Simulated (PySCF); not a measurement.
# C₅H₁₀FNO: circular dichroism and optical rotation

What do calculations give for the circular dichroism and optical rotation of C₅H₁₀FNO (`N[C@@H]1CCOC[C@@H]1F`)?

Programs: PySCF 2.14.0, with routines of our own; each step states its level. All values are computed. Atoms count from 0.

### Step 1. The starting structure

18 atoms, charge 0, multiplicity 1; geometry from: GFN2-xTB.

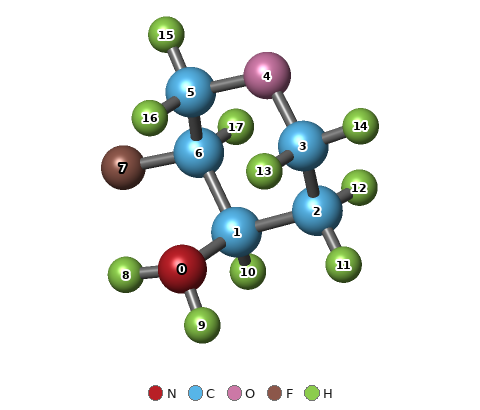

The starting geometry (nitrogen red, carbon blue, oxygen pink, fluorine brown, hydrogen green).

### Step 2. Optimising the geometry at PBE0-D3(BJ)/def2-SVP

The job: settings as JSON, then the geometry in Å.

```
{"job": {"xc": "PBE0", "basis": "def2-SVP", "d3": "d3bj", "grid": 1, "kind": "geom"}, "charge": 0, "multiplicity": 1}
N      1.089524    -0.341840    -1.344748
C      0.876815    -0.555003     0.078542
C     -0.443824    -1.303732     0.299814
C     -1.611224    -0.431033    -0.163693
O     -1.638938     0.809097     0.510592
C     -0.474656     1.555338     0.264704
C      0.755361     0.803870     0.778809
F      1.891095     1.556310     0.548090
H      1.875649     0.283417    -1.487261
H      1.299111    -1.220123    -1.805059
H      1.703224    -1.117396     0.553571
H     -0.439943    -2.236958    -0.263612
H     -0.554956    -1.533509     1.360561
H     -1.525540    -0.263561    -1.245892
H     -2.566276    -0.909167     0.059216
H     -0.589092     2.504845     0.791085
H     -0.347676     1.739938    -0.811388
H      0.692587     0.665824     1.865013
```

The run is started by

```
$ OMP_NUM_THREADS=1 python excited_run.py task.json out
```

The driver reads the jobs from task.json and runs them one after another.

The log of the run:

```text
step   0  E = -425.58730458  max force = 0.016068
step   1  E = -425.58653448  max force = 0.008442
step   2  E = -425.58797432  max force = 0.002923
step   3  E = -425.58830424  max force = 0.001236
step   4  E = -425.58846831  max force = 0.000975
step   5  E = -425.58853139  max force = 0.000892
step   6  E = -425.58855321  max force = 0.000513
step   7  E = -425.58855745  max force = 0.000252
optimisation converged
```

Wall time 80 s (1 thread of Arm Neoverse V1, shared host); peak memory 0.72 GiB.

The steps of the relaxation: (the energy doesn't fall at every step)

| step | energy from step 0 (eV) | largest force component (eV/Å) |
| --- | --- | --- |
| 0 | 0.0000 | 0.8263 |
| 1 | 0.0210 | 0.4341 |
| 2 | -0.0182 | 0.1503 |
| 3 | -0.0272 | 0.0636 |
| 4 | -0.0317 | 0.0501 |
| 5 | -0.0334 | 0.0459 |
| 6 | -0.0340 | 0.0264 |
| 7 | -0.0341 | 0.0130 |

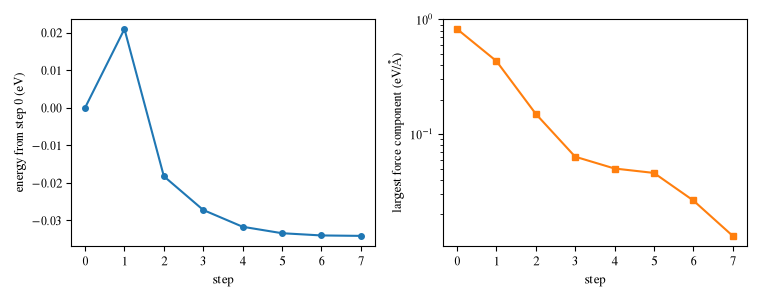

Energy and largest force along the relaxation.

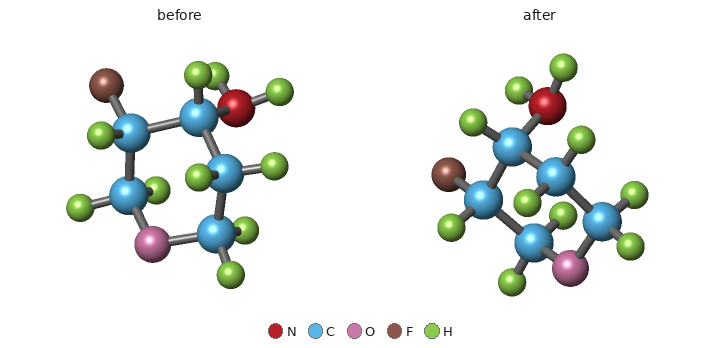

Before and after, at one scale.

Distances of close pairs at the start and the end, largest changes first:

| bond | before (Å) | after (Å) | change (Å) |
| --- | --- | --- | --- |
| C2–H11 | 1.090 | 1.103 | +0.013 |
| C2–H12 | 1.091 | 1.102 | +0.011 |
| C1–C6 | 1.534 | 1.523 | -0.010 |
| C5–C6 | 1.530 | 1.520 | -0.010 |
| C3–H14 | 1.091 | 1.100 | +0.009 |
| C2–C3 | 1.529 | 1.521 | -0.008 |
| C5–H15 | 1.092 | 1.100 | +0.008 |
| C3–H13 | 1.098 | 1.106 | +0.008 |

The next job starts from the end point, and lists it.

| at the end point | value |
| --- | --- |
| point group (found at 0.08 Å tolerance) | C1 |
| rotational constants (GHz, main isotopes) | 2.925, 2.021, 1.462 |
| dipole moment (D) | 2.28 |

### Step 3. Circular dichroism and optical rotation: TDDFT CAM-B3LYP/def2-SVPD

The job: settings as JSON, then the geometry in Å.

```
{"job": {"kind": "ecd", "xc": "CAM-B3LYP", "basis": "def2-SVPD", "nstates": 8}, "charge": 0, "multiplicity": 1}
N      1.685171     0.047360    -0.553464
C      0.832090     0.122270     0.615978
C     -0.005840    -1.150901     0.750504
C     -1.000434    -1.267818    -0.394342
O     -1.828398    -0.130863    -0.464352
C     -1.101420     1.044176    -0.699323
C     -0.127398     1.292596     0.441405
F      0.591279     2.443718     0.181593
H      2.158685     0.938932    -0.685436
H      2.405256    -0.659484    -0.426539
H      1.393381     0.288019     1.560237
H      0.653499    -2.034714     0.778772
H     -0.554110    -1.127636     1.706718
H     -0.456036    -1.404415    -1.347672
H     -1.666465    -2.130979    -0.249228
H     -1.820620     1.873259    -0.768912
H     -0.532713     0.987675    -1.646345
H     -0.691232     1.445023     1.377778
```

Level: TDDFT CAM-B3LYP/def2-SVPD circular dichroism and optical rotation, one conformer, gas phase.

The log of the run:

```text
coarse grid: 14864 points
cycle   1  E = -425.7145855822  dE =  1.240e+00  |g| = 7.185e-01  |ddm| = 6.417e+00
cycle   2  E = -425.6826060490  dE =  3.198e-02  |g| = 8.799e-01  |ddm| = 2.592e+00
cycle   3  E = -425.8147422284  dE = -1.321e-01  |g| = 6.418e-02  |ddm| = 1.197e+00
cycle   4  E = -425.8153737608  dE = -6.315e-04  |g| = 3.029e-02  |ddm| = 1.302e-01
cycle   5  E = -425.8155593000  dE = -1.855e-04  |g| = 9.124e-03  |ddm| = 9.768e-02
cycle   6  E = -425.8155760647  dE = -1.676e-05  |g| = 1.960e-03  |ddm| = 1.605e-02
cycle   7  E = -425.8155768708  dE = -8.061e-07  |g| = 5.102e-04  |ddm| = 6.430e-03
final grid: 143568 points
cycle   8  E = -425.8937729366  dE = -5.184e-05  |g| = 4.994e-03  |ddm| = 1.207e-01
cycle   9  E = -425.8937716153  dE =  1.321e-06  |g| = 5.994e-03  |ddm| = 1.816e-02
cycle  10  E = -425.8937782227  dE = -6.607e-06  |g| = 4.163e-04  |ddm| = 7.588e-03
cycle  11  E = -425.8937782502  dE = -2.747e-08  |g| = 2.321e-04  |ddm| = 1.054e-03
cycle  12  E = -425.8937782616  dE = -1.139e-08  |g| = 4.327e-05  |ddm| = 5.185e-04
cycle  13  E = -425.8937782620  dE = -4.324e-10  |g| = 1.216e-05  |ddm| = 1.266e-04
converged SCF energy = -425.8937782620

Singlet excitations and rotatory strengths (1e-40 esu^2 cm^2)
state   eV       nm     f(len)   f(vel)    R(len)    R(vel)   main configurations
  1   6.5077   190.5  0.00683  0.00787    -0.070     0.284   H->L 0.73
  2   7.2790   170.3  0.00570  0.00595    -9.435    -9.590   H->L+3 0.23, H-1->L 0.22, H->L+1 0.16
  3   7.3889   167.8  0.00817  0.00790    -0.889    -0.840   H->L+1 0.52, H->L+2 0.32
  4   7.5842   163.5  0.00322  0.00328    -3.856    -4.089   H->L+2 0.39, H->L+3 0.19, H->L+1 0.15
  5   7.9690   155.6  0.01834  0.01707    25.140    24.577   H->L+4 0.57, H-1->L 0.10
  6   8.1863   151.5  0.02271  0.02201    10.513    10.361   H-1->L+1 0.36, H->L+4 0.13, H->L+5 0.11
  7   8.2171   150.9  0.00632  0.00628     0.666     1.977   H-1->L 0.37, H->L+3 0.37
  8   8.3070   149.3  0.10273  0.11078   -16.313   -16.840   H-1->L+2 0.38, H->L+6 0.24, H->L+7 0.12

Specific rotation (deg / (dm g/mL))
    nm     length   length(OI)   velocity    alpha(len)  alpha(vel)
  633.0     -21.15     -22.83     -24.35       71.466     71.003
  589.3     -24.84     -26.81     -28.54       71.656     71.193
  546.0     -29.60     -31.92     -33.91       71.893     71.430
  436.0     -51.05     -54.84     -57.78       72.872     72.409
  405.0     -61.81     -66.29     -69.58       73.315     72.852
  365.0     -82.18     -87.87     -91.66       74.083     73.620
  355.0     -89.01     -95.08     -98.98       74.322     73.859
```

Run time: 2.1 min. Hardware: 1 thread of Arm Neoverse V1, shared host; peak memory 1.1 GiB.

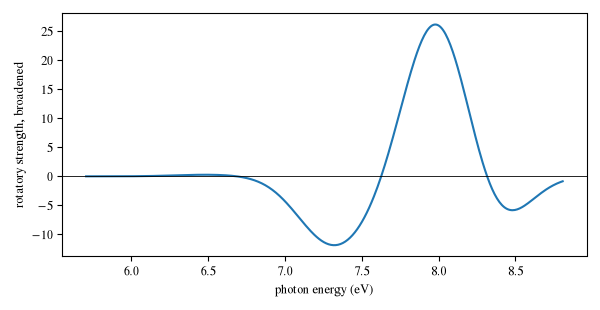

Circular dichroism: velocity-form rotatory strengths under Gaussians of 0.3 eV half-width at 1/e.

### Step 4. Results

```
                                                                                      quantity                                                          value
                                                                                   point group                                                             C1
                                                          rotational constants (main isotopes)                                           2.92, 2.02, 1.46 GHz
state of largest rotatory strength (velocity form) among 8 (step 3, TDDFT CAM-B3LYP/def2-SVPD)  7.97 eV, R = +24.6 (velocity), +25.1 (length) ·10⁻⁴⁰ esu² cm²
                             specific rotation at 633.0 nm (step 3, TDDFT CAM-B3LYP/def2-SVPD)                               -24.4 (velocity), -21.1 (length)
```

**Reading.** Relaxing lowered the energy by 0.034 eV in 7 steps; the close pair that moved most is C2–H11, from 1.090 to 1.103 Å. Rotations belong to one conformer. The length form depends on the origin in a finite basis.
